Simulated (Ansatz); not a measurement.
## Ga2O3, pressure series

Start from Ga2O3 in the corundum structure (space group R-3c, No. 167; a = 5.0579 Å, c = 13.6242 Å (hexagonal axes)).

Cell and atoms are relaxed at each pressure.

Calculations: PBE in Ansatz (plane waves to 420 eV, PAW, scalar-relativistic without spin-orbit coupling), earlier PAW set.

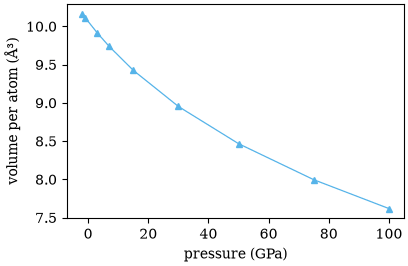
Fig. 1. Volume against pressure

Question: Estimate the zero-pressure bulk modulus from the plot.

Answer: About 200 GPa; a third-order Birch–Murnaghan fit to the points gives V₀ = 10.06 Å³/atom, B₀ = 200 GPa and B₀′ = 4.1.

Between the base and pressure 15 GPa the gap moves from 2.41 eV to 3.09 eV, a mean slope of 45 meV/GPa.

Load acts through the strain it causes; cell and atoms are relaxed under it. Stability against distortions was not tested. No other phases were tried under pressure.

Ansatz is a first-principles code.
